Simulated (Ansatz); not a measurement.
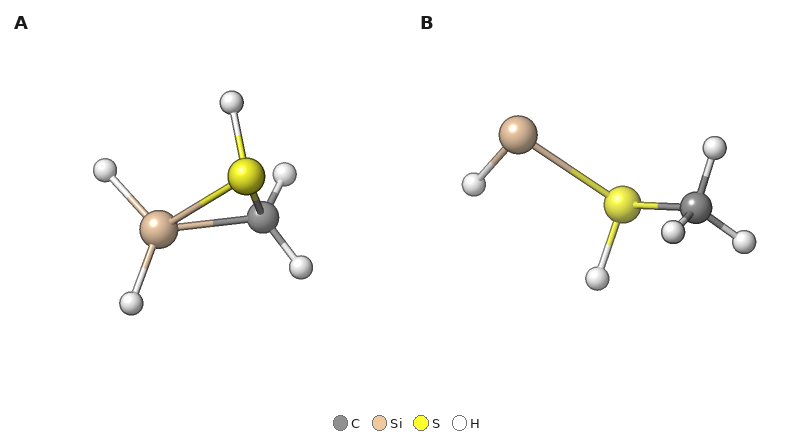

2 stationary structures of one formula. The species has charge +1 and is a spin singlet. Geometries: PBE0-D4/def2-TZVP. Electronic energies: RHF-CCSD(T) (frozen core)/def2-TZVPP (Ansatz 0.2.0), without zero-point energy. No frequency run is at hand to confirm each as a minimum. Each is one conformer, not always the lowest.

**Which is lowest in energy, and by how much?**

A is lowest (C1); B lies 0.805 eV above it (C1).

Give E(B) − E(A) in eV at these levels too: RHF-CCSD(T) (frozen core)/def2-TZVPP; r2SCAN-D4/def2-TZVPP; ωB97M-V/def2-TZVPP; B3LYP-D4/def2-TZVPP; PBE-D4/def2-TZVPP; PBE0-D4/def2-TZVPP; PBE0-D4/def2-TZVP.

```tsv
level	E(B) − E(A) (eV)
RHF-CCSD(T) (frozen core)/def2-TZVPP	+0.805
r2SCAN-D4/def2-TZVPP	+0.987
ωB97M-V/def2-TZVPP	+0.766
B3LYP-D4/def2-TZVPP	+0.699
PBE-D4/def2-TZVPP	+0.812
PBE0-D4/def2-TZVPP	+0.870
PBE0-D4/def2-TZVP	+0.875
```
